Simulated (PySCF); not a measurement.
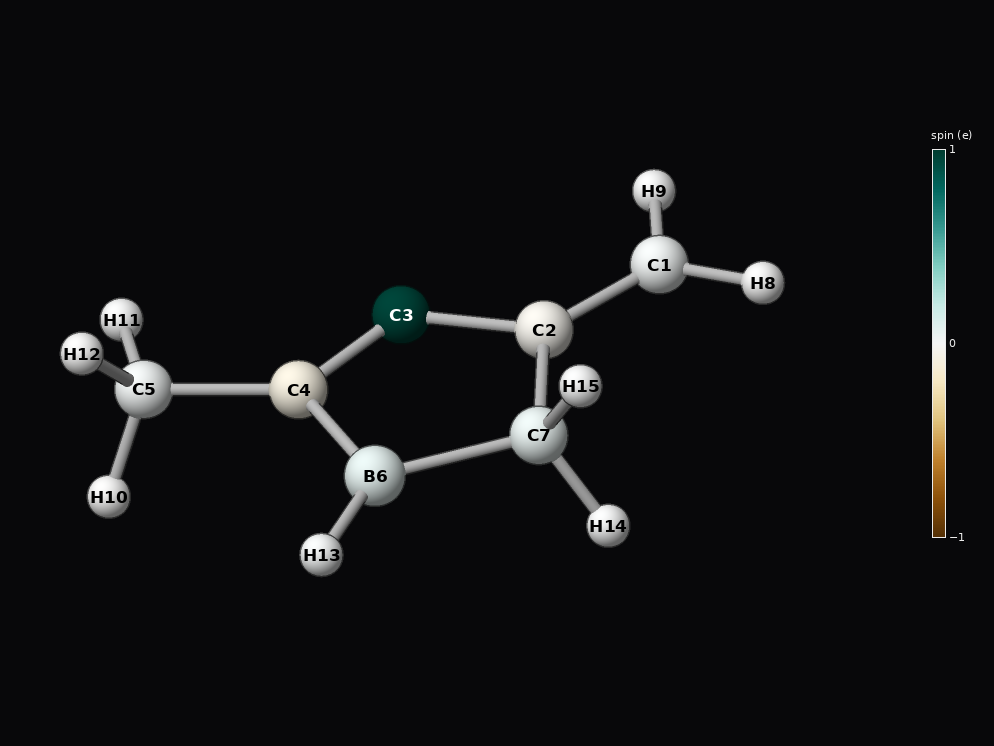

Atoms are coloured by their Mulliken spin populations. The species is neutral and a spin doublet. The geometry was computed by an optimisation with GFN2-xTB. No frequency run is at hand to confirm it as a minimum. Level of theory: UKS B3LYP, pcH-1 on B C H, non-relativistic (PySCF 2.14.0).

> Which atom carries the largest spin population?

C3 (0.96 e).

> Which atom has the lowest spin population?

C4 (−0.09 e); a negative value comes from spin polarisation.

Give the Mulliken spin populations atom by atom.

```json
{"atom": "C1", "value (e)": "0.02"}
{"atom": "C2", "value (e)": "−0.04"}
{"atom": "C3", "value (e)": "0.96"}
{"atom": "C4", "value (e)": "−0.09"}
{"atom": "C5", "value (e)": "0.02"}
{"atom": "B6", "value (e)": "0.06"}
{"atom": "C7", "value (e)": "0.05"}
{"atom": "H8", "value (e)": "0.00"}
{"atom": "H9", "value (e)": "0.00"}
{"atom": "H10", "value (e)": "0.00"}
{"atom": "H11", "value (e)": "0.01"}
{"atom": "H12", "value (e)": "0.00"}
{"atom": "H13", "value (e)": "0.01"}
{"atom": "H14", "value (e)": "0.00"}
{"atom": "H15", "value (e)": "0.00"}
```

Mulliken values depend strongly on the basis set. The geometry is semi-empirical. Around B such bond lengths and angles can be off by a tenth of an ångström or more and by several degrees, and values that hang on the shape move with them.
